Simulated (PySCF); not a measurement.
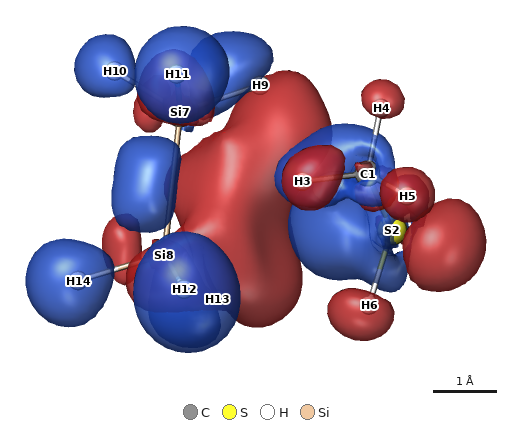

Figure. CH10SSi2, SMILES `CS.[SiH3][SiH3]`. Density of the complex less the densities of the two fragments at the same geometry, ±0.001 e/Å³ (blue: gain, red: loss). Fragment A: H4CS (atoms 1–6); fragment B: Si2H6.

Computed with PySCF, CAM-B3LYP/6-311+G**, geometry: GFN2-xTB. GFN2-xTB bond lengths at metals and heavier atoms can be off by up to 0.1 Å and shapes distorted, which carries into these values.

Input

```python
import numpy as np
from pyscf import gto, scf, dft
from pyscf.scf import atom_ks, atom_hf
from scipy.linalg import block_diag
from pyscf.dispersion import dftd3

def solve(mol, dm0=None, hcore=None):
    mf = (dft.UKS if mol.spin else dft.RKS)(mol, xc='camb3lyp')
    mf.grids.level = 3
    mf = mf.density_fit(auxbasis='def2-universal-jkfit')
    mf.conv_tol, mf.max_cycle = 1e-8, 80
    if hcore is not None:
        mf.get_hcore = lambda *args: hcore
    mf.kernel(dm0)
    if not mf.converged:
        mf = mf.newton().run(mf.mo_coeff, mf.mo_occ, max_cycle=30)
    assert mf.converged, 'SCF not converged'
    return mf

mol = gto.M(atom='''
C     -2.11426     0.76385    -0.87035
S     -2.03673    -0.35277     0.56523
H     -1.25266     0.59739    -1.50899
H     -2.09070     1.77358    -0.47414
H     -3.04058     0.59866    -1.41237
H     -2.02170    -1.48643    -0.13199
Si     1.62876     1.11680     0.22167
Si     1.52786    -1.14160    -0.23326
H      0.72417     1.53394     1.29330
H      2.97426     1.54401     0.61438
H      1.27495     1.92847    -0.95130
H      0.67288    -1.43909    -1.39274
H      1.00013    -1.93944     0.87384
H      2.83980    -1.70277    -0.56942
''', basis='6-311+g**', charge=0, spin=0, verbose=4)
mol_a = gto.M(atom='''
C     -2.11426     0.76385    -0.87035
S     -2.03673    -0.35277     0.56523
H     -1.25266     0.59739    -1.50899
H     -2.09070     1.77358    -0.47414
H     -3.04058     0.59866    -1.41237
H     -2.02170    -1.48643    -0.13199
ghost-Si     1.62876     1.11680     0.22167
ghost-Si     1.52786    -1.14160    -0.23326
ghost-H      0.72417     1.53394     1.29330
ghost-H      2.97426     1.54401     0.61438
ghost-H      1.27495     1.92847    -0.95130
ghost-H      0.67288    -1.43909    -1.39274
ghost-H      1.00013    -1.93944     0.87384
ghost-H      2.83980    -1.70277    -0.56942
''', basis='6-311+g**', charge=0, spin=0, verbose=4)
mol_b = gto.M(atom='''
ghost-C     -2.11426     0.76385    -0.87035
ghost-S     -2.03673    -0.35277     0.56523
ghost-H     -1.25266     0.59739    -1.50899
ghost-H     -2.09070     1.77358    -0.47414
ghost-H     -3.04058     0.59866    -1.41237
ghost-H     -2.02170    -1.48643    -0.13199
Si     1.62876     1.11680     0.22167
Si     1.52786    -1.14160    -0.23326
H      0.72417     1.53394     1.29330
H      2.97426     1.54401     0.61438
H      1.27495     1.92847    -0.95130
H      0.67288    -1.43909    -1.39274
H      1.00013    -1.93944     0.87384
H      2.83980    -1.70277    -0.56942
''', basis='6-311+g**', charge=0, spin=0, verbose=4)
ab, a, b = solve(mol), solve(mol_a), solve(mol_b)
e_int = ab.e_tot - a.e_tot - b.e_tot
print('counterpoise-corrected interaction energy / kcal/mol', e_int * 627.5095)
def disp(atoms, charge):
    m = gto.M(atom=atoms, charge=charge, basis='sto-3g', spin=None, unit='Bohr', verbose=0)
    return dftd3.DFTD3Dispersion(m, xc='camb3lyp', version='d3bj').get_dispersion()['energy']
e_disp = disp(mol._atom, mol.charge) - disp(mol._atom[:6], mol_a.charge) - disp(mol._atom[6:], mol_b.charge)
print('D3(BJ) part / kcal/mol', e_disp * 627.5095)
# spherically averaged free atoms, for the promolecule
atm = atom_ks.get_atm_nrks(mol, xc='camb3lyp')
pro = block_diag(*[(atm[a[0]][2] * atm[a[0]][3]) @ atm[a[0]][2].T for a in mol._atom])
np.savez('result.npz', e_int=e_int, e_disp=e_disp, dm_a=a.make_rdm1(), dm_b=b.make_rdm1(), c=ab.mo_coeff, occ=ab.mo_occ, eps=ab.mo_energy, pro=pro, d=[f.dip_moment(verbose=0) for f in (ab, a, b)])
```

Run with:

```sh
OMP_NUM_THREADS=1 python input.py
```

The run took 75 s on 1 thread of Arm Neoverse V2, on a shared host, peak memory 0.95 GiB.

Partitions, critical points and surface values were worked out afterwards from this run's density.

Which way does charge flow?

Hirshfeld charges show 0.005 e passing from A to B. By Hirshfeld charges, electrons gather most on H12 (−0.007 e) and leave Si8 most (+0.005 e); 0.06 e is displaced in all, which induces a dipole of 0.38 D.

What is the interaction energy, and which contacts carry it?

The counterpoise-corrected interaction energy of the frozen fragments is −0.2 kcal/mol without dispersion correction and −2.9 kcal/mol with D3(BJ). The pair geometry is semi-empirical, not a minimum at this level. Contacts: S2···Si8, 3.74 Å, ρ = 0.006 a.u.; H3···H11, H···H contact, 2.91 Å, ρ = 0.003 a.u. The pose is a local one from a semi-empirical search, not shown to be the most stable.
